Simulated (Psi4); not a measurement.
# P2H2 (phosphanylidenephosphane) at PBE/pcseg-1 (sweep point 6)

What is the vertical ionisation energy of P2H2 (phosphanylidenephosphane) at PBE/pcseg-1 (sweep point 6)? 

The calculation is run with Psi4 1.11.

### 1 The molecule

P2H2 has 4 atoms, charge 0, and is taken as a singlet. SMILES: `[H]/P=P/[H]`. The shape is that of a GFN2-xTB optimisation.

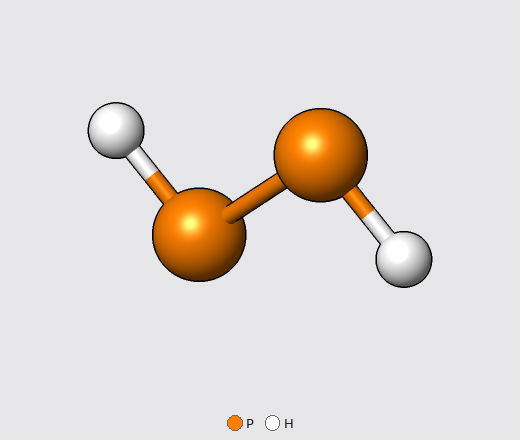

Viewed from a chosen angle; phosphorus orange, hydrogen white.

### 2 A single-point energy at PBE/pcseg-1 (sweep point 6)

input.dat reads:

```
memory 1600 MB

molecule {
  0 1
  P     -0.024370    -1.003630     0.088350
  P      0.024420     1.003540    -0.088260
  H      1.037260    -1.067570     1.003320
  H     -1.037310     1.067660    -1.003410
  symmetry c1
}

set basis pcseg-1
set puream true
set scf_type pk
set dft_radial_points 99
set dft_spherical_points 590

result, w = energy("pbe", return_wfn=True)
```

Launch:

```sh
$ psi4 input.dat output.dat -n 1
```

output.dat:

```text
[...]
  Running in c1 symmetry.
[...]
  Nuclear repulsion =   76.759456495580409
[...]
  Multiplicity = 1
[...]
  Nalpha       = 16
  Nbeta        = 16
[...]
    Number of basis functions: 46
[...]
   @RKS iter   1:  -683.45375840590896   -1.18294e-01   6.63999e-03 DIIS/ADIIS
[...]
   @RKS iter   8:  -683.53610769161105   -5.84805e-10   7.66715e-08 DIIS
[...]
    Orbital Energies [Eh]
    ---------------------
    Doubly Occupied:
       1A    -76.304134     2A    -76.304113     3A     -6.320178
       4A     -6.319987     5A     -4.541322     6A     -4.541241
       7A     -4.539666     8A     -4.539175     9A     -4.536244
      10A     -4.535762    11A     -0.638746    12A     -0.500623
      13A     -0.330138    14A     -0.328319    15A     -0.258823
      16A     -0.232510
[...]
  @RKS Final Energy:  -683.53610769161105
   => Energetics <=
    Nuclear Repulsion Energy =             76.7594564955804088
    One-Electron Energy =               -1097.8584357628674297
    Two-Electron Energy =                 384.4300612960420267
    DFT Exchange-Correlation Energy =     -46.8671897203660279
    Empirical Dispersion Energy =           0.0000000000000000
    VV10 Nonlocal Energy =                  0.0000000000000000
    Total Energy =                       -683.5361076916110505
[...]
 Multipole Moments:
 ------------------------------------------------------------------------------------
     Multipole            Electronic (a.u.)      Nuclear  (a.u.)        Total (a.u.)
 ------------------------------------------------------------------------------------
 L = 1.  Multiply by 2.5417464519 to convert [e a0] to [Debye]
 Dipole X            :          0.0001493           -0.0000937            0.0000556
 Dipole Y            :         -0.0001964            0.0001686           -0.0000278
 Dipole Z            :          0.0002181           -0.0001686            0.0000494
 Magnitude           :                                                    0.0000794
[...]
```

Wall time 6.9 s (1 thread of AMD EPYC 7R43 (Zen 3), shared host); peak memory 0.48 GiB.

### 3 The doublet cation at the same level

job.inp reads:

```
memory 1600 mb

molecule m {
  1 2
  P     -0.024370    -1.003630     0.088350
  P      0.024420     1.003540    -0.088260
  H      1.037260    -1.067570     1.003320
  H     -1.037310     1.067660    -1.003410
  units angstrom
  symmetry c1
}

set globals {
  basis                pcseg-1
  reference            uks
  puream               true
  scf_type             pk
  dft_radial_points    99
  dft_spherical_points 590
  maxiter              150
}

energy('pbe')
```

Launch:

```sh
$ psi4 -n 1 job.inp job.out
```

job.out:

```text
[...]
  Running in c1 symmetry.
[...]
  Nuclear repulsion =   76.759456495580409
[...]
  Multiplicity = 2
[...]
  Nalpha       = 16
  Nbeta        = 15
[...]
    Number of basis functions: 46
[...]
   @UKS iter   1:  -683.15355788181876    1.81906e-01   4.41543e-03 DIIS/ADIIS
[...]
   @UKS iter   8:  -683.18429619870756   -6.17041e-08   6.88892e-07 DIIS
[...]
   @S^2 Observed:                7.539668549E-01
[...]
    Orbital Energies [Eh]
    ---------------------
    Alpha Occupied:
       1A    -76.590979     2A    -76.590957     3A     -6.604236
       4A     -6.604048     5A     -4.826842     6A     -4.825994
       7A     -4.823670     8A     -4.823588     9A     -4.821115
      10A     -4.821001    11A     -0.903339    12A     -0.763628
      13A     -0.597792    14A     -0.584639    15A     -0.512835
      16A     -0.506638
    Alpha Virtual:
      17A     -0.389121    18A     -0.252326    19A     -0.238777
      20A     -0.188833    21A     -0.056372    22A     -0.022924
      23A     -0.006472    24A     -0.001580    25A      0.018943
[...]
  @UKS Final Energy:  -683.18429619870756
   => Energetics <=
    Nuclear Repulsion Energy =             76.7594564955804088
    One-Electron Energy =               -1089.1064006041804078
    Two-Electron Energy =                 375.7342946347383759
    DFT Exchange-Correlation Energy =     -46.5716467248459125
    Empirical Dispersion Energy =           0.0000000000000000
    VV10 Nonlocal Energy =                  0.0000000000000000
    Total Energy =                       -683.1842961987075569
[...]
 Multipole Moments:
 ------------------------------------------------------------------------------------
     Multipole            Electronic (a.u.)      Nuclear  (a.u.)        Total (a.u.)
 ------------------------------------------------------------------------------------
 L = 1.  Multiply by 2.5417464519 to convert [e a0] to [Debye]
 Dipole X            :          0.0000941           -0.0000937            0.0000004
 Dipole Y            :         -0.0001108            0.0001686            0.0000578
 Dipole Z            :          0.0001055           -0.0001686           -0.0000632
 Magnitude           :                                                    0.0000857
[...]
```

It took 9.3 s on 1 thread of AMD EPYC 7R43 (Zen 3), shared host; peak memory 0.48 GiB.

### 4 Results

Level: PBE/pcseg-1 (sweep point 6).

| quantity | value |
| --- | --- |
| singlet P2H2: total energy | -683.53611 Eh |
| singlet P2H2: dipole moment | 0.00 D |
| singlet P2H2: HOMO energy | -6.33 eV |
| singlet P2H2: LUMO energy | -3.76 eV |
| singlet P2H2: HOMO–LUMO gap | 2.57 eV |
| doublet cation: total energy | -683.18430 Eh |
| doublet cation: HOMO energy (highest over α and β) | -13.62 eV |
| doublet cation: LUMO energy (lowest over α and β) | -12.81 eV |
| doublet cation: ⟨S²⟩ | 0.754 |
| vertical ionisation energy (to the doublet cation) | 9.573 eV |

In words: The vertical ionisation energy comes to 9.57 eV (924 kJ/mol). The negative HOMO energy of the first species, 6.33 eV, lies 3.25 eV below that difference.
